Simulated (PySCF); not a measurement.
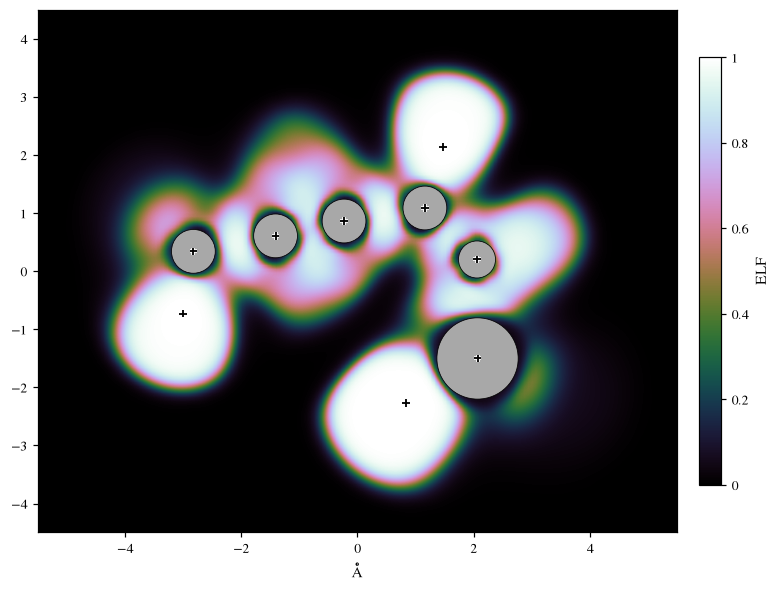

The electron localisation function on a plane through atoms (crosses mark nuclei in the plane; grey discs cover the cores).

These are results of wB97X-D/def2-SVPD, SCF density, gas phase (PySCF), not measurements.

Candidates:
A. C₄H₆BrNSi (SMILES CC#C/C=N\[SiH2]Br)
B. C₃H₉FP₂Si

Which system is this?

Candidate A: C₄H₆BrNSi on the plane of atoms C3, C4 and N5, which holds C, N, Si and H. C–C (1.21 Å): the ELF peaks at about 0.85 between the atoms: a multiple bond. C–N (1.26 Å): the ELF peaks at about 0.90 between the atoms (a multiple bond).
